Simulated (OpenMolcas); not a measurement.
**HOF (hypofluorous acid) at BP86/ANO-L-VDZ (RICD fitting, fitting threshold 1e-06)**

Aim: the vertical electron affinity of HOF (hypofluorous acid) at BP86/ANO-L-VDZ (RICD fitting, fitting threshold 1e-06), from 2 runs. 

The results are computed with OpenMolcas 26.06.

## (1) The molecule

The species is HOF (3 atoms), meant as a singlet with charge 0. As SMILES, `OF`. Geometry: relaxed at PBE0-D4/def2-TZVP.

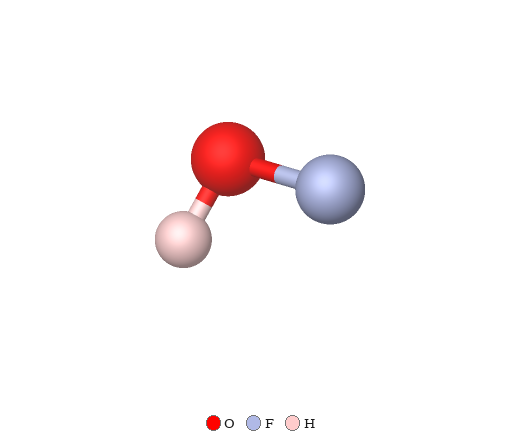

Viewed from a chosen angle; oxygen red, fluorine light blue, hydrogen pink.

## (2) Energy and gradient at BP86/ANO-L-VDZ (RICD fitting, fitting threshold 1e-06)

Contents of job.inp:

```
* FHO Kohn-Sham DFT

&GATEWAY
 Coord
 3
 bohr
 O      0.81369717    -0.39748499     0.40880445
 F     -0.41934912     1.91735392    -0.02074919
 H     -0.39436694    -1.51986893    -0.38805526
 Basis=ANO-L-VDZ
 Group=NoSym
 RICD
 aCD
 CDThreshold=1e-06

&SEWARD

&SCF
 KSDFT=2
 1.0 GGA_X_B88
 1.0 GGA_C_P86
 PrOrbitals=1 1

&ALASKA
```

Started as:

```
$ export MOLCAS_MEM=1860
$ pymolcas job.inp > job.log
```

Output:

```text
--- Start Module: gateway ---

                                              &GATEWAY

                       available to each process: 1.9 GB of memory, 1 thread

++    Symmetry information:
      ---------------------

                    Character Table for C1

                             E
                    a        1  x, y, xy, Rz, z, xz, Ry, yz, Rx, I
--

++    Basis set information:
      ----------------------

      Basis set label: O.ANO-L...3S2P.

      Electronic valence basis set:
      ------------------
      Associated Effective Charge   8.000000 au
      Associated Actual Charge      8.000000 au
      Nuclear Model: Point charge

      Shell  nPrim  nBasis  Cartesian Spherical Contaminant
         s      14       3        X
         p       9       2        X

      Basis set label: F.ANO-L...3S2P.

      Electronic valence basis set:
      ------------------
      Associated Effective Charge   9.000000 au
      Associated Actual Charge      9.000000 au
      Nuclear Model: Point charge

      Shell  nPrim  nBasis  Cartesian Spherical Contaminant
         s      14       3        X
         p       9       2        X

      Basis set label: H.ANO-L...2S.

      Electronic valence basis set:
      ------------------
      Associated Effective Charge   1.000000 au
      Associated Actual Charge      1.000000 au
      Nuclear Model: Point charge

      Shell  nPrim  nBasis  Cartesian Spherical Contaminant
         s       8       2        X
--

++    Molecular structure info:
      -------------------------

                    ************************************************
                    **** Cartesian Coordinates / bohr, angstrom ****
                    ************************************************

     Center  Label                x              y              z                     x              y              z
        1      O1               0.813697      -0.397485       0.408804              0.430590      -0.210340       0.216330
        2      F2              -0.419349       1.917354      -0.020749             -0.221910       1.014620      -0.010980
        3      H3              -0.394367      -1.519869      -0.388055             -0.208690      -0.804280      -0.205350

                    ***************************************
                    *    InterNuclear Distances / bohr    *
                    ***************************************

               1 O1            2 F2            3 H3
    1 O1       0.000000
    2 F2       2.657706        0.000000
    3 H3       1.831434        3.456883        0.000000

                    *******************************************
                    *    InterNuclear Distances / angstrom    *
                    *******************************************

               1 O1            2 F2            3 H3
    1 O1       0.000000
    2 F2       1.406397        0.000000
    3 H3       0.969153        1.829304        0.000000

                    **************************************
                    *    Valence Bond Angles / degree    *
                    **************************************
                          Atom centers                 Phi
                      2 F2       1 O1       3 H3        99.06
--

            Nuclear Potential Energy             34.06270120 au

--- Stop Module: gateway /rc=_RC_ALL_IS_WELL_ ---

--- Start Module: seward ---

                                              &SEWARD

                       available to each process: 1.9 GB of memory, 1 thread

               SEWARD will generate:
                  Multipole Moment integrals up to order  2
                  Kinetic Energy integrals
                  Nuclear Attraction integrals (point charge)
                  One-Electron Hamiltonian integrals
                  Velocity integrals
                  Orbital angular momentum around (  0.1292   0.7927   0.1598 )
                  Velocity quadrupole around (  0.1292   0.7927   0.1598 )
                  RI decomposed two-electron repulsion integrals stored Cholesky style
                   - aCD auxiliary basis
                   - CD Threshold:   1.00E-06

                   Integrals are discarded if absolute value <: 1.00E-14
                   Integral cutoff threshold is set to       <: 1.00E-16

            Nuclear Potential Energy             34.06270120 au

      Basis set specifications :
      Symmetry species         a
      Basis functions           20

--- Stop Module: seward /rc=_RC_ALL_IS_WELL_ ---

--- Start Module: scf ---

                                                &SCF

                       available to each process: 1.9 GB of memory, 1 thread

++    Input section:
      --------------

      Header of the integral files:

      Cartesian coordinates in angstrom:
      -----------------------------------------------------
      No.  Label        X            Y            Z
      -----------------------------------------------------
       1   O1         0.43059000  -0.21034000   0.21633000
       2   F2        -0.22191000   1.01462000  -0.01098000
       3   H3        -0.20869000  -0.80428000  -0.20535000
      -----------------------------------------------------
      Nuclear repulsion energy =   34.06270120
--

++    Orbital specifications:
      -----------------------

      Symmetry species               1
                                     a
      Frozen orbitals                0
      Occupied orbitals              9
      Secondary orbitals            11
      Deleted orbitals               0
      Total number of orbitals      20
      Number of basis functions     20
--

      Molecular charge                           0.000

      Numerical integration parameters
      --------------------------------
      Radial quadrature type:                         MHL
      Size of radial grid:                            75
      Lebedev angular grid:                           29
      Angular grid pruned with the crowding factor:  3.00E+00
                                 and fading factor:  6.00E+00
      Screening threshold for integral computation:   1.00E-11
      Radial quadrature accuracy:                     1.00E-25
      Maximum batch size:                             128
      AO values are stored on disk
      The same grid will be used for all iterations.

      DFT functional specifications
      -----------------------------
      Using Libxc version: 6.2.2
      Please cite the following reference:
      S. Lehtola, C. Steigemann, M. J.T. Oliveira, and M. A.L. Marques.,  SoftwareX 7, 1–5 (2018) doi:10.1016/j.softx.2017.11.002

      * Becke 88
        - A. D. Becke.,  Phys. Rev. A 38, 3098 (1988) doi:10.1103/PhysRevA.38.3098
      * Perdew 86
        - J. P. Perdew.,  Phys. Rev. B 33, 8822 (1986) doi:10.1103/PhysRevB.33.8822

++    Optimization specifications:
      ----------------------------

      SCF Algorithm: LK-RI/DF
      LK screening threshold:                     4.50E-02
      Local-Exchange (LK) algorithm.
       - the density matrix is decomposed
      D(i)-D(i-1) density differences are used
      Number of density matrices in core                 5
      Maximum number of NDDO SCF iterations            400
      Maximum number of HF SCF iterations              400
      Threshold for SCF energy change             1.00E-09
      Threshold for density matrix                1.00E-04
      Threshold for Fock matrix                   1.50E-04
      Threshold for linear dependence             1.00E-09
      Threshold at which DIIS is turned on        1.50E-01
      Maximum depth in the DIIS procedure                5
      Maximum depth in the BFGS Hessian update          30
      Threshold at which QNR/C2DIIS is turned on  7.50E-02
      Threshold for Norm(delta) (QNR/C2DIIS)      1.00E-03
      All orbitals punched on: SCFORB
--

      Input vectors read from INPORB
      Orbital file label: *Guess orbitals

++ Convergence information
                                   [...]      iterations: Energy and convergence statistics

Iter     Tot. [...]      One-elec.       Two-elec.     Energy      Max Dij or  Max Fij      DNorm      TNorm      AccCon     Time
         Energy          Energy          Energy        Change      Delta Norm                                                in Sec.
   1  -175.443851185  -329.307428247   119.800875865   0.00E+00    2.97E-01*   1.28E-01*    6.16E+00   5.28E+01   None         0.
   2  -175.444466774  -330.328417333   120.821249361  -6.16E-04*   3.07E-01*   8.65E-02*    1.77E+00   5.30E+01   EDIIS        0.
   3  -175.445653667  -330.247471433   120.739116568  -1.19E-03*   8.24E-02*   4.65E-02*    1.32E+00   5.31E+01   EDIIS        0.
   4  -175.571920070  -329.569561316   119.934940048  -1.26E-01*   3.91E-02*   1.64E-02*    4.22E-01   5.29E+01   c2DIIS       0.
   5  -175.571491408  -330.534332072   120.900139467   4.29E-04*   6.13E-02*   1.55E-02*    2.12E-01   5.31E+01   QNRc2DIIS    0.
   6  -175.567577717  -329.244418736   119.614139822   3.91E-03*   4.18E-02*   2.86E-02*    3.11E-01   5.28E+01   QNRc2DIIS    0.
   7  -175.573188993  -329.855077161   120.219186971  -5.61E-03*   1.14E-02*   1.01E-02*    2.03E-01   5.29E+01   QNRc2DIIS    0.
   8  -175.573678483  -330.003760184   120.367380504  -4.89E-04*   7.80E-04    4.49E-04*    5.26E-02   5.30E+01   QNRc2DIIS    0.
   9  -175.573679786  -330.002266637   120.365885654  -1.30E-06*   2.44E-04    4.87E-05     4.66E-03   5.30E+01   QNRc2DIIS    0.
  10  -175.573679809  -330.000696458   120.364315451  -2.37E-08*   9.19E-05    2.97E-05     1.68E-03   5.30E+01   QNRc2DIIS    0.
  11  -175.573679821  -330.001161985   120.364780967  -1.19E-08*   3.91E-06    1.21E-06     6.28E-04   5.30E+01   QNRc2DIIS    0.
  12  -175.573679821  -330.001162798   120.364781779  -1.80E-11    4.55E-07    2.67E-07     2.35E-05   5.30E+01   QNRc2DIIS    0.

       Convergence after  12 Iterations
--

 *****************************************************************************************************************************
 *                                             SCF/KS-DFT Program, Final results                                             *
 *                                                       Final Results                                                       *
 *****************************************************************************************************************************

::    Total KS-DFT energy                            -175.5736798211
      One-electron energy                            -330.0011627977
      Two-electron energy                             120.3647817792
      Nuclear repulsion energy                         34.0627011973
      Kinetic energy (interpolated)                   175.0338248343
      Virial theorem                                    1.0030842895
      Total spin, S(S+1)                                0.0000000000
      Total spin, S                                     0.0000000000
      Max non-diagonal density matrix element           0.0000003757
      Max non-diagonal Fock matrix element              0.0000001348

      All orbitals with orbital energies smaller than  E(LUMO)+0.5 are printed

++    Molecular orbitals:
      -------------------

      Title: RKS-DFT orbitals

      Molecular orbitals for symmetry species 1: a

          Orbital            1         2         3         4         5         6         7         8         9        10
          Energy          -24.3392  -18.8874   -1.1934   -0.9168   -0.5488   -0.4567   -0.4269   -0.3387   -0.2744   -0.1219
          Occ. No.          2.0000    2.0000    2.0000    2.0000    2.0000    2.0000    2.0000    2.0000    2.0000    0.0000

          Orbital           11        12        13        14
          Energy           -0.0252    0.3252    0.3289    0.3582
          Occ. No.          0.0000    0.0000    0.0000    0.0000

--

++    Molecular charges:
      ------------------

      Mulliken charges per centre and basis function type
      ---------------------------------------------------

                O1      F2      H3
      1s       1.9990  1.9994  0.6880
      2s       1.8994  1.9891  0.0369
      2px      1.5208  1.8261  0.0000
      2pz      1.8707  1.9879  0.0000
      2py      0.8927  1.3721  0.0000
      3s      -0.0142 -0.0066  0.0000
      3px     -0.0086 -0.0075  0.0000
      3pz     -0.0113 -0.0113  0.0000
      3py     -0.0068 -0.0158  0.0000
      Total    8.1418  9.1333  0.7249

      N-E     -0.1418 -0.1333  0.2751

      Total electronic charge=   18.000000

      Total            charge=   -0.000000
--

++    Static properties:
      ------------------

      LoProp Charges per center

                   O1       F2       H3
      Nuclear      8.0000   9.0000   1.0000
      Electronic  -8.2108  -9.1300  -0.6592

      Total       -0.2108  -0.1300   0.3408
--

++    Natural Bond Order analysis
      ---------------------------
      Based on LoProp computed density
      -------------------------------------------------------------------------------------
      Atom A       Atom B       Bond Order
      -------------------------------------------------------------------------------------
      NBO located      1.000 non-bonded electrons on atom O1
      NBO located      1.004 non-bonded electrons on atom F2
      NBO located      1.001 non-bonded electrons on atom F2
      NBO located      0.987 non-bonded electrons on atom F2
      The remaining    5.172 electrons are to be considered as diffuse
--

++    Molecular properties:
      ---------------------

      Charge (e):
                      =   -0.0000
      Dipole Moment (debye):
      Origin of the operator (angstrom)=    0.0684    0.4195    0.0846
                   X= -1.1238E+00               Y= -1.7875E+00               Z= -8.2370E-01           Total=  2.2663E+00
      Quadrupole Moment (debye*angstrom):
      Origin of the operator (angstrom)=    0.0684    0.4195    0.0846
                  XX= -1.1622E+01              XY=  1.2874E+00              XZ=  1.9897E-01              YY= -8.9631E+00
                  YZ=  1.0227E+00              ZZ= -1.1499E+01
      In traceless form (debye*angstrom)
                  XX= -1.3913E+00              XY=  1.9311E+00              XZ=  2.9845E-01              YY=  2.5977E+00
                  YZ=  1.5340E+00              ZZ= -1.2065E+00
--

--- Stop Module: scf /rc=_RC_ALL_IS_WELL_ ---
--- Module scf spent 1 second ---

--- Start Module: alaska ---

                                              &ALASKA

                       available to each process: 1.9 GB of memory, 1 thread

                     Threshold for contributions to the gradient: 1.000E-07

                    ********************************************
                    * Symmetry Adapted Cartesian Displacements *
                    ********************************************

           Irreducible representation : a
           Basis function(s) of irrep: x, y, xy, Rz, z, xz, Ry, yz, Rx, I

 Basis Label        Type   Center Phase
   1   O1           x         1     1
   2   O1           y         1     1
   3   O1           z         1     1
   4   F2           x         2     1
   5   F2           y         2     1
   6   F2           z         2     1
   7   H3           x         3     1
   8   H3           y         3     1
   9   H3           z         3     1

                     No automatic utilization of translational and rotational invariance of the energy is employed.

 DFT contribution computed for a moving grid.

 RI-ERI gradients!

 **************************************************
 *              Molecular gradients               *
 **************************************************

  Irreducible representation: a
 ------------------------------------------------------------------------------------------
                              X                       Y                       Z
 ------------------------------------------------------------------------------------------
  O1               -6.16636044899250E-02    3.81354446627542E-02   -3.00910357711230E-02
  F2                3.40573913036444E-02   -7.13551284067950E-02    1.10417882874847E-02
  H3                2.76062131862802E-02    3.32196837440413E-02    1.90492474836368E-02
 ------------------------------------------------------------------------------------------

--- Stop Module: alaska /rc=_RC_ALL_IS_WELL_ ---

.##################.
.# Happy landing! #.
.##################.

    Timing: Wall=2.52 User=2.15 System=0.36
```

It took 2.7 s on 1 thread of Arm Neoverse V2, shared host; peak memory 0.082 GiB.

[end of part 1 of 2]
